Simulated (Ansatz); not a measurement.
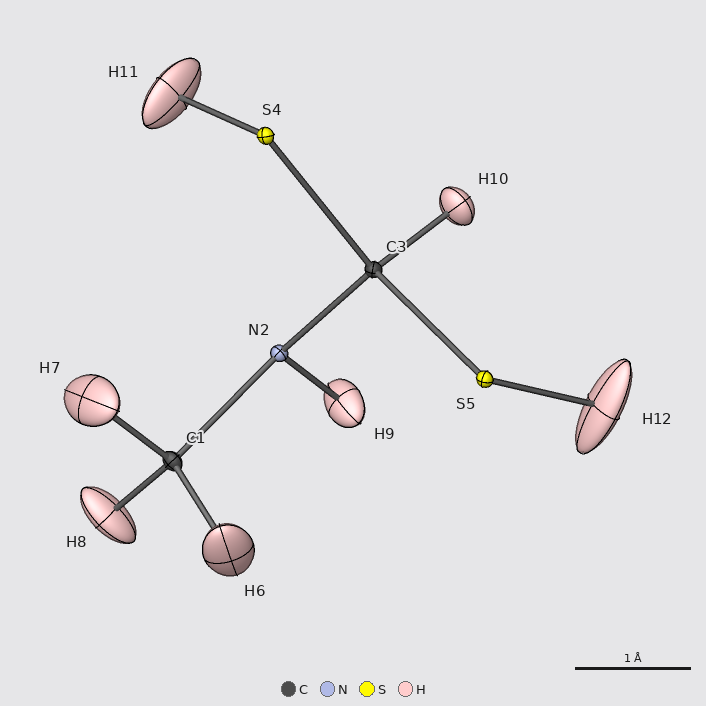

Displacement ellipsoids at the 50 % level, from the internal vibrations of the free molecule (harmonic, no overall translation or rotation; no half-axis is drawn under 0.075 Å). Vibrations computed with RKS PBE0-D4/def2-TZVP (Ansatz 0.2.0). Temperature: 0 K (zero-point motion alone).

List U_eq and the three principal root-mean-square amplitudes for each kind of atom.

```
atom  U_eq (Å²)   rms amplitudes (Å)
  C1     0.0026  0.028, 0.055, 0.064
  N2     0.0016  0.031, 0.040, 0.046
  C3     0.0017  0.039, 0.041, 0.044
  S4    0.00081  0.016, 0.030, 0.036
  S5    0.00085  0.016, 0.031, 0.036
  H6     0.0259  0.084, 0.145, 0.222
  H7     0.0264  0.082, 0.144, 0.227
  H8     0.0217  0.088, 0.122, 0.206
  H9     0.0165  0.076, 0.111, 0.177
 H10     0.0117  0.082, 0.117, 0.121
 H11     0.0283  0.082, 0.144, 0.239
 H12     0.0400  0.081, 0.141, 0.306
```
